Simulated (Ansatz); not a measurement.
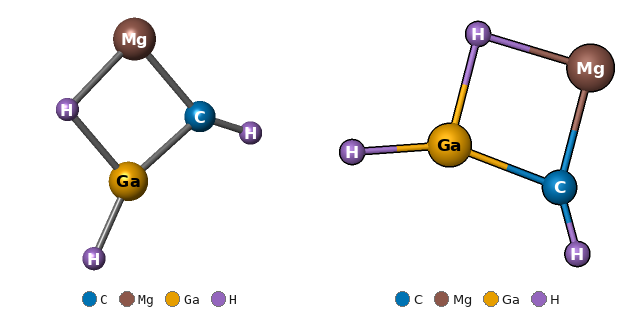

Both panels show the same species.

> Count the atoms of each element.

CH₃GaMg, 6 atoms: 1 carbon, 3 hydrogen, 1 gallium and 1 magnesium.

> Which point group does it belong to?

Cs.

More results for the same structure follow; atom numbers are the same in all pictures, views and colours differ. The geometry was computed by an optimisation with PBE0-D4/def2-TZVP. No frequency run is at hand to confirm it as a minimum.

**Dipole moment**

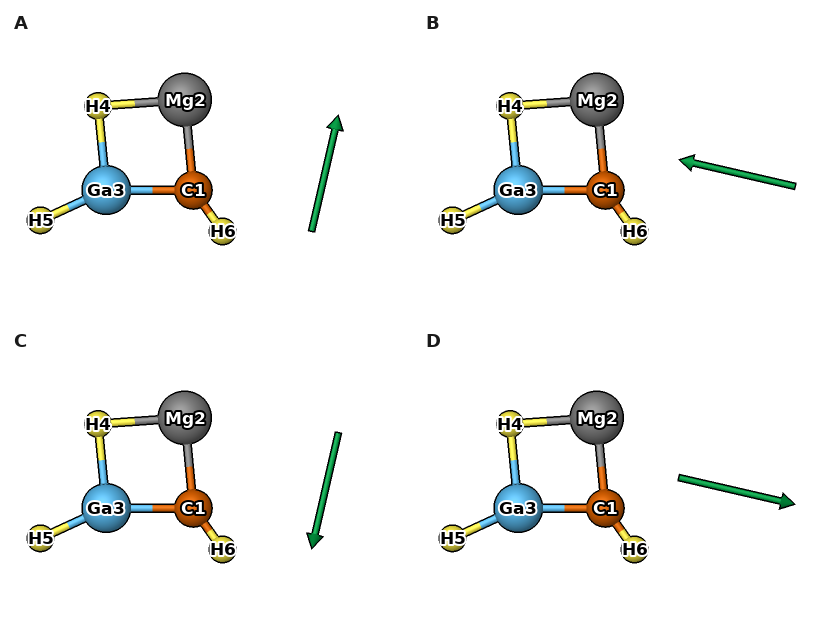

The same molecule four times, each with an arrow. No frequency run is at hand to confirm it as a minimum. Properties computed with RKS PBE0-D4/def2-TZVP (Ansatz 0.2.0).

> Which arrow points along the dipole moment, from the negative to the positive end?

A. The dipole moment is 4.74 D; it points from the side of H5 to the side of Mg2 (the outermost atoms at the two ends).

**Electronic properties**

No frequency run is at hand to confirm it as a minimum. Properties computed with RKS PBE0-D4/def2-TZVPP (Ansatz 0.2.0).

> Estimate the LUMO energy (Kohn–Sham orbital).

−2.73 eV.

> Estimate the HOMO energy (Kohn–Sham orbital).

−5.18 eV.

**Charges**

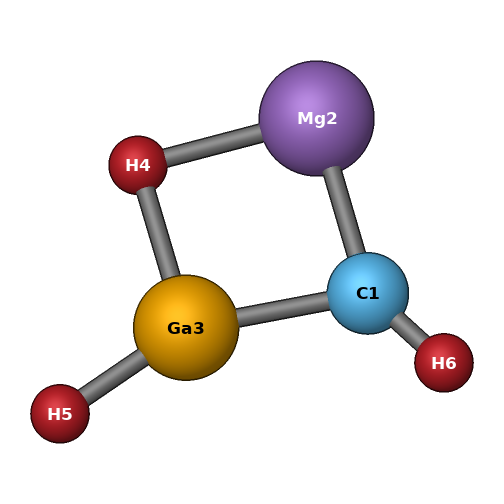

The questions are on Mulliken charges. No frequency run is at hand to confirm it as a minimum. Properties computed with RKS PBE0-D4/def2-TZVP (Ansatz 0.2.0).

List the Mulliken charges.

```csv
atom,value (e)
C1,−0.57
Mg2,0.48
Ga3,0.21
H4,−0.19
H5,−0.06
H6,0.13
```

Mulliken values depend strongly on the basis set and can even reverse the polarity of a bond.
